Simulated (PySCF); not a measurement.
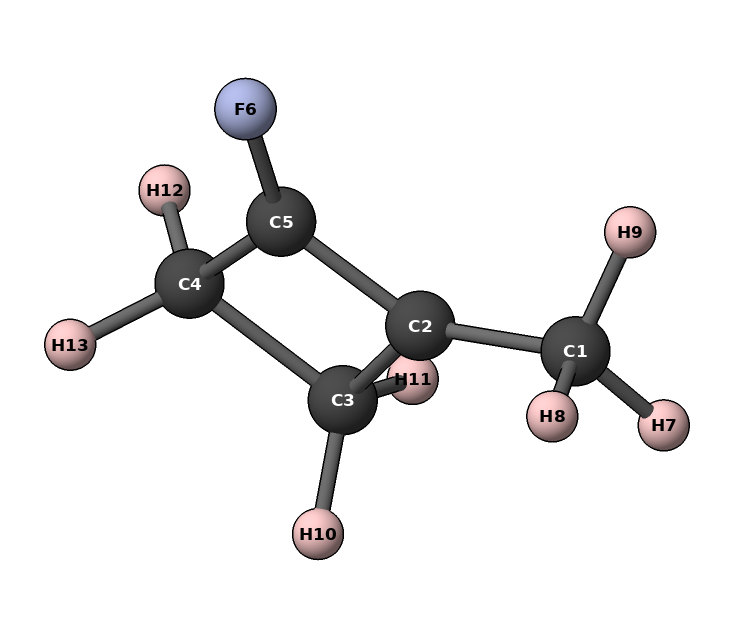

The questions are on Mulliken spin populations. Charge +1, doublet. Computed geometry: GFN2-xTB optimisation. No frequency run is at hand to confirm it as a minimum. Level of theory: UKS B3LYP, pcH-1 on C F H, non-relativistic (PySCF 2.14.0).

> Which atom carries the largest spin population?

C2 (0.44 e).

> Which atom has the lowest spin population?

C3, C4 (−0.03 e); a negative value comes from spin polarisation.

Give the Mulliken spin populations atom by atom.

| atom | value (e) |
| --- | --- |
| C1 | −0.01 |
| C2 | 0.44 |
| C3 | −0.03 |
| C4 | −0.03 |
| C5 | 0.36 |
| F6 | 0.08 |
| H7 | 0.00 |
| H8 | 0.05 |
| H9 | 0.02 |
| H10 | 0.03 |
| H11 | 0.03 |
| H12 | 0.03 |
| H13 | 0.03 |

Mulliken values depend strongly on the basis set.
